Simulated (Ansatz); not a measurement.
Molecular dynamics of AlNH4F2 (part 5 of 5)

Continued. System: AlNH4F2. Method: RKS PBE-D4/def2-mTZVP (Ansatz 0.2.0). It belongs to a series of runs on one base structure; here: dynamics from the highest image of the converged band.

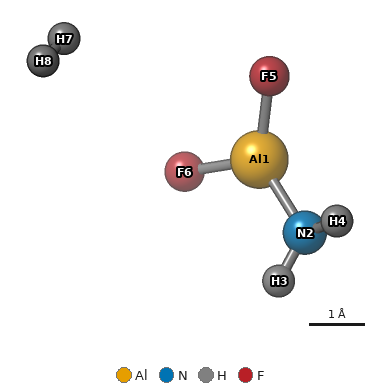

The geometry at step 173 of the log (ball-and-stick view, seen at an oblique angle; atoms are numbered from 1 in the order of the input).

## Trajectory as extended XYZ, continued
```
8
Properties=species:S:1:pos:R:3:forces:R:3 step=144 time_fs=72.0 energy=-13582.09198 temperature=720.0
Al    0.0421   -0.1114    0.3088    0.2394   1.3514  -0.7225
N    -0.0973   -0.2017    2.0901   -0.2940   0.0053  -0.3796
H    -1.0144   -0.2015    2.5607    0.4030  -0.0925  -0.3696
H     0.6108    0.1112    2.7431    0.2670  -0.0883   0.0987
F     1.3773    0.3777   -0.6734   -0.8915  -0.7401   1.1288
F    -1.3924    0.0225   -0.5560    0.2741  -0.4160   0.2357
H    -0.0915    3.7342   -1.3177   -0.1056   0.1371   0.2800
H    -0.3427    4.0958   -0.6972    0.1077  -0.1567  -0.2716
8
Properties=species:S:1:pos:R:3:forces:R:3 step=146 time_fs=73.0 energy=-13582.09467 temperature=723.6
Al    0.0400   -0.1147    0.3098    0.2162   1.3588  -0.8371
N    -0.0912   -0.2077    2.0834   -0.3728   0.1240   0.1637
H    -1.0100   -0.1810    2.5691    0.6855  -0.1256  -0.5368
H     0.6289    0.1180    2.7280    0.0543  -0.1876  -0.0775
F     1.3730    0.3800   -0.6647   -0.8160  -0.7295   1.0656
F    -1.3911    0.0244   -0.5566    0.2307  -0.4211   0.2140
H    -0.0882    3.7618   -1.3481   -0.0035  -0.0093   0.0266
H    -0.3403    4.1342   -0.7462    0.0056  -0.0097  -0.0185
8
Properties=species:S:1:pos:R:3:forces:R:3 step=148 time_fs=74.0 energy=-13582.09730 temperature=727.1
Al    0.0381   -0.1176    0.3105    0.1865   1.3546  -0.9350
N    -0.0855   -0.2136    2.0769   -0.2092   0.2430   0.5448
H    -0.9991   -0.1616    2.5724    0.7096  -0.1606  -0.5633
H     0.6476    0.1231    2.7122   -0.1466  -0.2846  -0.2322
F     1.3682    0.3819   -0.6555   -0.7233  -0.7103   0.9891
F    -1.3896    0.0260   -0.5572    0.1809  -0.4238   0.1886
H    -0.0849    3.7894   -1.3783    0.1068  -0.1759  -0.2289
H    -0.3377    4.1725   -0.7954   -0.1048   0.1576   0.2368
8
Properties=species:S:1:pos:R:3:forces:R:3 step=151 time_fs=75.5 energy=-13582.11219 temperature=746.1
Al    0.0352   -0.1209    0.3110    0.1252   1.3227  -1.0343
N    -0.0770   -0.2220    2.0678    0.3276   0.3050   0.6490
H    -0.9710   -0.1355    2.5679    0.2643  -0.1733  -0.3226
H     0.6726    0.1255    2.6842   -0.2633  -0.3494  -0.2925
F     1.3604    0.3841   -0.6408   -0.5502  -0.6641   0.8488
F    -1.3873    0.0281   -0.5579    0.0945  -0.4234   0.1440
H    -0.0780    3.8274   -1.4278    0.1293  -0.2170  -0.2665
H    -0.3359    4.2330   -0.8648   -0.1274   0.1996   0.2740
8
Properties=species:S:1:pos:R:3:forces:R:3 step=153 time_fs=76.5 energy=-13582.12206 temperature=758.6
Al    0.0334   -0.1226    0.3108    0.0690   1.2830  -1.0632
N    -0.0712   -0.2274    2.0623    0.7163   0.2318   0.4350
H    -0.9484   -0.1202    2.5606   -0.2285  -0.1403  -0.0350
H     0.6864    0.1230    2.6621   -0.1769  -0.3163  -0.1914
F     1.3548    0.3851   -0.6304   -0.4108  -0.6213   0.7375
F    -1.3857    0.0292   -0.5582    0.0290  -0.4201   0.1097
H    -0.0718    3.8501   -1.4640    0.0285  -0.0590  -0.0448
H    -0.3362    4.2756   -0.9078   -0.0266   0.0422   0.0522
8
Properties=species:S:1:pos:R:3:forces:R:3 step=155 time_fs=77.5 energy=-13582.12212 temperature=758.9
Al    0.0316   -0.1238    0.3103   -0.0023   1.2291  -1.0622
N    -0.0648   -0.2327    2.0571    0.9384   0.0895   0.1404
H    -0.9281   -0.1062    2.5530   -0.6588  -0.0887   0.2342
H     0.6985    0.1175    2.6382    0.0152  -0.2307  -0.0028
F     1.3490    0.3859   -0.6197   -0.2515  -0.5684   0.6117
F    -1.3841    0.0301   -0.5585   -0.0428  -0.4145   0.0714
H    -0.0654    3.8724   -1.5006   -0.0920   0.1385   0.2009
H    -0.3367    4.3186   -0.9503    0.0938  -0.1548  -0.1936
8
Properties=species:S:1:pos:R:3:forces:R:3 step=157 time_fs=78.5 energy=-13582.11913 temperature=755.3
Al    0.0298   -0.1245    0.3094   -0.0893   1.1628  -1.0329
N    -0.0578   -0.2379    2.0519    0.8462  -0.0540  -0.0463
H    -0.9138   -0.0931    2.5476   -0.8040  -0.0569   0.3568
H     0.7107    0.1098    2.6144    0.2383  -0.1239   0.2151
F     1.3431    0.3863   -0.6086   -0.0719  -0.5055   0.4713
F    -1.3825    0.0308   -0.5587   -0.1209  -0.4068   0.0289
H    -0.0599    3.8959   -1.5353   -0.1600   0.2562   0.3264
H    -0.3363    4.3602   -0.9946    0.1618  -0.2720  -0.3193
8
Properties=species:S:1:pos:R:3:forces:R:3 step=160 time_fs=80.0 energy=-13582.12491 temperature=762.4
Al    0.0270   -0.1249    0.3074   -0.2459   1.0447  -0.9364
N    -0.0463   -0.2457    2.0442    0.2219  -0.1130   0.1230
H    -0.9059   -0.0745    2.5454   -0.3616  -0.1079   0.1850
H     0.7338    0.0962    2.5829    0.3999  -0.0238   0.4290
F     1.3341    0.3865   -0.5916    0.2337  -0.3933   0.2352
F    -1.3802    0.0315   -0.5591   -0.2495  -0.3918  -0.0426
H    -0.0543    3.9356   -1.5819   -0.0987   0.1589   0.1947
H    -0.3330    4.4179   -1.0665    0.1004  -0.1737  -0.1880
8
Properties=species:S:1:pos:R:3:forces:R:3 step=162 time_fs=81.0 energy=-13582.12483 temperature=762.2
Al    0.0251   -0.1246    0.3056   -0.3624   0.9560  -0.8337
N    -0.0384   -0.2510    2.0392   -0.1809  -0.0225   0.4736
H    -0.9056   -0.0633    2.5465    0.1371  -0.1890  -0.0388
H     0.7537    0.0868    2.5668    0.2878  -0.0423   0.4237
F     1.3283    0.3864   -0.5801    0.4587  -0.3080   0.0635
F    -1.3788    0.0317   -0.5594   -0.3418  -0.3799  -0.0947
H    -0.0519    3.9641   -1.6104    0.0239  -0.0537  -0.0312
H    -0.3296    4.4541   -1.1169   -0.0224   0.0395   0.0377
8
Properties=species:S:1:pos:R:3:forces:R:3 step=164 time_fs=82.0 energy=-13582.11446 temperature=749.1
Al    0.0230   -0.1240    0.3035   -0.4827   0.8604  -0.6971
N    -0.0306   -0.2564    2.0345   -0.3497   0.1161   0.8484
H    -0.9041   -0.0539    2.5472    0.5429  -0.2632  -0.2097
H     0.7763    0.0769    2.5546    0.0295  -0.1168   0.3176
F     1.3227    0.3861   -0.5686    0.6964  -0.2161  -0.1159
F    -1.3776    0.0317   -0.5597   -0.4380  -0.3668  -0.1495
H    -0.0492    3.9921   -1.6391    0.1337  -0.2516  -0.2173
H    -0.3263    4.4907   -1.1669   -0.1322   0.2381   0.2235
8
Properties=species:S:1:pos:R:3:forces:R:3 step=166 time_fs=83.0 energy=-13582.10202 temperature=733.2
Al    0.0208   -0.1231    0.3012   -0.6017   0.7583  -0.5259
N    -0.0231   -0.2616    2.0303   -0.2627   0.2299   1.1048
H    -0.8975   -0.0470    2.5460    0.7243  -0.2987  -0.2569
H     0.7992    0.0658    2.5455   -0.2662  -0.2043   0.1767
F     1.3175    0.3857   -0.5571    0.9415  -0.1197  -0.2988
F    -1.3767    0.0315   -0.5601   -0.5366  -0.3526  -0.2059
H    -0.0453    4.0178   -1.6699    0.1512  -0.2879  -0.2368
H    -0.3242    4.5295   -1.2150   -0.1497   0.2750   0.2427
8
Properties=species:S:1:pos:R:3:forces:R:3 step=169 time_fs=84.5 energy=-13582.09152 temperature=719.5
Al    0.0170   -0.1213    0.2974   -0.7675   0.5963  -0.2135
N    -0.0120   -0.2692    2.0255    0.1786   0.2406   1.0870
H    -0.8751   -0.0420    2.5399    0.5041  -0.2485  -0.0601
H     0.8281    0.0455    2.5346   -0.5386  -0.2734   0.0399
F     1.3106    0.3850   -0.5402    1.3075   0.0268  -0.5681
F    -1.3757    0.0309   -0.5608   -0.6854  -0.3296  -0.2907
H    -0.0371    4.0518   -1.7196   -0.0056   0.0007   0.0175
H    -0.3234    4.5919   -1.2832    0.0070  -0.0129  -0.0118
8
Properties=species:S:1:pos:R:3:forces:R:3 step=171 time_fs=85.5 energy=-13582.08331 temperature=708.8
Al    0.0141   -0.1198    0.2947   -0.8626   0.4874   0.0185
N    -0.0045   -0.2741    2.0233    0.5188   0.1234   0.8025
H    -0.8538   -0.0416    2.5349    0.1004  -0.1542   0.2066
H     0.8413    0.0287    2.5281   -0.5132  -0.2517   0.0486
F     1.3068    0.3846   -0.5293    1.5377   0.1205  -0.7357
F    -1.3755    0.0302   -0.5615   -0.7824  -0.3136  -0.3459
H    -0.0315    4.0740   -1.7530   -0.1263   0.2333   0.1924
H    -0.3230    4.6339   -1.3285    0.1277  -0.2450  -0.1869
8
Properties=species:S:1:pos:R:3:forces:R:3 step=173 time_fs=86.5 energy=-13582.07179 temperature=694.1
Al    0.0109   -0.1182    0.2920   -0.9390   0.3843   0.2542
N     0.0033   -0.2788    2.0216    0.7262  -0.0512   0.4032
H    -0.8315   -0.0428    2.5319   -0.3424  -0.0497   0.4835
H     0.8497    0.0096    2.5220   -0.3165  -0.1809   0.1393
F     1.3038    0.3842   -0.5187    1.7456   0.2064  -0.8867
F    -1.3757    0.0294   -0.5624   -0.8751  -0.2975  -0.3987
H    -0.0270    4.0984   -1.7846   -0.1766   0.3362   0.2533
H    -0.3215    4.6735   -1.3754    0.1780  -0.3475  -0.2481
8
Properties=species:S:1:pos:R:3:forces:R:3 step=175 time_fs=87.5 energy=-13582.06239 temperature=682.1
Al    0.0074   -0.1164    0.2895   -0.9900   0.2938   0.4795
N     0.0117   -0.2836    2.0201    0.6508  -0.2038   0.0567
H    -0.8125   -0.0444    2.5334   -0.6123   0.0078   0.6426
H     0.8551   -0.0113    2.5174   -0.0092  -0.0854   0.2794
F     1.3017    0.3839   -0.5086    1.9209   0.2801  -1.0152
F    -1.3764    0.0285   -0.5635   -0.9615  -0.2818  -0.4480
H    -0.0242    4.1259   -1.8139   -0.1317   0.2534   0.1817
H    -0.3183    4.7100   -1.4247    0.1330  -0.2641  -0.1767
8
Properties=species:S:1:pos:R:3:forces:R:3 step=178 time_fs=89.0 energy=-13582.05942 temperature=678.2
Al    0.0015   -0.1135    0.2860   -1.0023   0.1941   0.7716
N     0.0249   -0.2911    2.0180    0.0118  -0.2326  -0.0345
H    -0.7945   -0.0469    2.5469   -0.4269  -0.0724   0.4902
H     0.8640   -0.0438    2.5157    0.3880   0.0209   0.4363
F     1.3003    0.3838   -0.4944    2.1020   0.3597  -1.1556
F    -1.3783    0.0268   -0.5655   -1.0739  -0.2599  -0.5127
H    -0.0219    4.1708   -1.8550    0.0557  -0.1208  -0.0615
H    -0.3116    4.7608   -1.5012   -0.0545   0.1109   0.0660
8
Properties=species:S:1:pos:R:3:forces:R:3 step=180 time_fs=90.0 energy=-13582.06211 temperature=681.6
Al   -0.0029   -0.1114    0.2840   -0.9581   0.1560   0.9236
N     0.0338   -0.2963    2.0166   -0.4571  -0.1073   0.2299
H    -0.7879   -0.0493    2.5620   -0.0331  -0.2026   0.1980
H     0.8740   -0.0654    2.5196    0.4238   0.0218   0.4006
F     1.3007    0.3839   -0.4857    2.1570   0.3880  -1.2089
F    -1.3802    0.0256   -0.5672   -1.1337  -0.2466  -0.5476
H    -0.0199    4.1999   -1.8829    0.1523  -0.3223  -0.1693
H    -0.3074    4.7954   -1.5518   -0.1512   0.3129   0.1736
8
Properties=species:S:1:pos:R:3:forces:R:3 step=182 time_fs=91.0 energy=-13582.06761 temperature=688.7
Al   -0.0076   -0.1094    0.2823   -0.8679   0.1404   1.0373
N     0.0424   -0.3015    2.0154   -0.6969   0.0645   0.6308
H    -0.7816   -0.0536    2.5791    0.3462  -0.3264  -0.0999
H     0.8879   -0.0869    2.5273    0.2420  -0.0302   0.2294
F     1.3022    0.3842   -0.4776    2.1538   0.3952  -1.2280
F    -1.3827    0.0242   -0.5692   -1.1783  -0.2345  -0.5738
H    -0.0166    4.2261   -1.9122    0.1402  -0.3015  -0.1458
H    -0.3047    4.8328   -1.6008   -0.1391   0.2925   0.1499
8
Properties=species:S:1:pos:R:3:forces:R:3 step=184 time_fs=92.0 energy=-13582.07478 temperature=697.9
Al   -0.0127   -0.1072    0.2810   -0.7330   0.1444   1.1134
N     0.0505   -0.3068    2.0146   -0.6609   0.2065   1.0034
H    -0.7722   -0.0611    2.5952    0.5612  -0.3999  -0.2986
H     0.9040   -0.1086    2.5371   -0.0547  -0.1001  -0.0197
F     1.3048    0.3847   -0.4701    2.0914   0.3813  -1.2130
F    -1.3858    0.0226   -0.5715   -1.2050  -0.2237  -0.5895
H    -0.0120    4.2495   -1.9429    0.0284  -0.0665  -0.0234
H    -0.3032    4.8730   -1.6485   -0.0274   0.0580   0.0273
8
Properties=species:S:1:pos:R:3:forces:R:3 step=187 time_fs=93.5 energy=-13582.08986 temperature=717.5
Al   -0.0207   -0.1039    0.2798   -0.4614   0.1788   1.1657
N     0.0619   -0.3143    2.0147   -0.2792   0.2633   1.2099
H    -0.7481   -0.0793    2.6140    0.4587  -0.3861  -0.3069
H     0.9265   -0.1431    2.5507   -0.4063  -0.1638  -0.3500
F     1.3107    0.3859   -0.4600    1.8937   0.3255  -1.1326
F    -1.3917    0.0201   -0.5754   -1.2066  -0.2097  -0.5897
H    -0.0051    4.2843   -1.9890   -0.1495   0.3231   0.1409
H    -0.3010    4.9333   -1.7198    0.1506  -0.3311  -0.1372
8
Properties=species:S:1:pos:R:3:forces:R:3 step=189 time_fs=94.5 energy=-13582.10834 temperature=741.3
Al   -0.0263   -0.1017    0.2795   -0.2500   0.2152   1.1651
N     0.0693   -0.3191    2.0158    0.0278   0.1917   1.0219
H    -0.7264   -0.0962    2.6228    0.1372  -0.3079  -0.1227
H     0.9371   -0.1680    2.5560   -0.4392  -0.1589  -0.4485
F     1.3158    0.3868   -0.4540    1.7024   0.2692  -1.0470
F    -1.3963    0.0183   -0.5784   -1.1793  -0.2017  -0.5723
H    -0.0019    4.3108   -2.0182   -0.1760   0.3876   0.1528
H    -0.2980    4.9701   -1.7688    0.1770  -0.3952  -0.1493
8
Properties=species:S:1:pos:R:3:forces:R:3 step=191 time_fs=95.5 energy=-13582.13046 temperature=769.6
Al   -0.0320   -0.0993    0.2796   -0.0297   0.2591   1.1388
N     0.0766   -0.3238    2.0176    0.2385   0.0728   0.6180
H    -0.7035   -0.1159    2.6305   -0.2760  -0.2098   0.1443
H     0.9436   -0.1944    2.5572   -0.2803  -0.1222  -0.4219
F     1.3218    0.3879   -0.4485    1.4745   0.2020  -0.9424
F    -1.4015    0.0164   -0.5817   -1.1280  -0.1948  -0.5402
H    -0.0004    4.3409   -2.0461   -0.1078   0.2402   0.0877
H    -0.2934    5.0033   -1.8191    0.1089  -0.2473  -0.0844
8
Properties=species:S:1:pos:R:3:forces:R:3 step=193 time_fs=96.5 energy=-13582.14833 temperature=792.7
Al   -0.0377   -0.0969    0.2802    0.1867   0.3084   1.0872
N     0.0841   -0.3284    2.0198    0.2275  -0.0335   0.1465
H    -0.6832   -0.1377    2.6396   -0.6110  -0.1373   0.3700
H     0.9476   -0.2220    2.5544    0.0279  -0.0701  -0.2885
F     1.3286    0.3891   -0.4435    1.2206   0.1280  -0.8252
F    -1.4073    0.0144   -0.5853   -1.0527  -0.1889  -0.4931
H     0.0001    4.3731   -2.0731    0.0209  -0.0511  -0.0109
H    -0.2878    5.0342   -1.8703   -0.0199   0.0444   0.0140
8
Properties=species:S:1:pos:R:3:forces:R:3 step=196 time_fs=98.0 energy=-13582.16994 temperature=820.7
Al   -0.0460   -0.0930    0.2817    0.4818   0.3875   0.9618
N     0.0955   -0.3354    2.0232   -0.2865  -0.0669  -0.2625
H    -0.6637   -0.1729    2.6599   -0.6298  -0.1393   0.3616
H     0.9551   -0.2644    2.5455    0.5165  -0.0062  -0.0292
F     1.3398    0.3910   -0.4368    0.8144   0.0124  -0.6387
F    -1.4170    0.0113   -0.5911   -0.8973  -0.1813  -0.3958
H     0.0016    4.4199   -2.1140    0.1575  -0.3725  -0.0903
H    -0.2801    5.0821   -1.9465   -0.1565   0.3664   0.0931
8
Properties=species:S:1:pos:R:3:forces:R:3 step=198 time_fs=99.0 energy=-13582.18852 temperature=844.5
Al   -0.0514   -0.0902    0.2831    0.6495   0.4394   0.8487
N     0.1030   -0.3401    2.0253   -0.7420  -0.0128  -0.1833
H    -0.6583   -0.1980    2.6778   -0.3145  -0.1919   0.1099
H     0.9655   -0.2929    2.5389    0.6341   0.0107   0.0514
F     1.3479    0.3923   -0.4327    0.5405  -0.0630  -0.5143
F    -1.4241    0.0090   -0.5952   -0.7685  -0.1766  -0.3151
H     0.0042    4.4470   -2.1423    0.1163  -0.2796  -0.0575
H    -0.2766    5.1180   -1.9964   -0.1153   0.2738   0.0601
8
Properties=species:S:1:pos:R:3:forces:R:3 step=200 time_fs=100.0 energy=-13582.20388 temperature=864.1
Al   -0.0566   -0.0873    0.2849    0.7905   0.4869   0.7180
N     0.1099   -0.3448    2.0273   -1.0134   0.0466   0.1044
H    -0.6558   -0.2249    2.6967    0.0895  -0.2377  -0.2050
H     0.9819   -0.3213    2.5327    0.4825   0.0153  -0.0025
F     1.3562    0.3936   -0.4289    0.2729  -0.1340  -0.3940
F    -1.4315    0.0067   -0.5995   -0.6230  -0.1715  -0.2235
H     0.0079    4.4717   -2.1710   -0.0053   0.0116   0.0050
H    -0.2742    5.1563   -2.0457    0.0063  -0.0172  -0.0025
```

The run was set up as follows.

## Input
```yaml
crystal:
  periodic: [false, false, false]
  atoms:
    - { symbol: Al, position_ang: [-0.028271, 0.265898, 0.159352] }
    - { symbol: "N", position_ang: [-0.026415, 0.034519, 2.018791] }
    - { symbol: H, position_ang: [-0.831066, -0.346998, 2.521483] }
    - { symbol: H, position_ang: [0.828459, -0.161851, 2.544358] }
    - { symbol: F, position_ang: [1.455402, 0.114696, -0.581806] }
    - { symbol: F, position_ang: [-1.447736, -0.166369, -0.597653] }
    - { symbol: H, position_ang: [-0.202612, 1.972453, 0.717946] }
    - { symbol: H, position_ang: [-0.162962, 1.410852, 1.553928] }
basis:
  gaussian: { orbitals: def2-mTZVP }
hamiltonian:
  xc: pbe
  dispersion: d4
md:
  timestep: 0.5
  n_steps: 200
  ensemble: nve
  temperature: 300.0
  initial_velocities: maxwell_boltzmann
  seed: 3802
```

Command:
```bash
ansatz run input.yaml --threads 2 --pin off --max-ram 3072MiB --backend cpu --events-out ev --progress --plain --runs-dir out
```

## Key numbers

| quantity | value |
| --- | --- |
| outcome | finished |
| mean temperature over the second half | 748 K |
| trajectory | 200 steps, 100 fs |
| ensemble | nve |
| temperature in the input | 300.0 K |
| time step | 0.5 fs |
| potential energy (last step) | −13582.2039 eV |
| mean-field energy (last step) | −13582.1134 eV |
| largest force (length of the vector) (last step) | 1.174 eV/Å |
| hardware | 2 threads of Arm Neoverse V2, 24 GiB of memory available, shared host |
| wall time | 3.6 min (CPU time 6.9 min) |
| peak memory | 0.15 GiB |

## Remarks

So short a trajectory is not equilibrated.
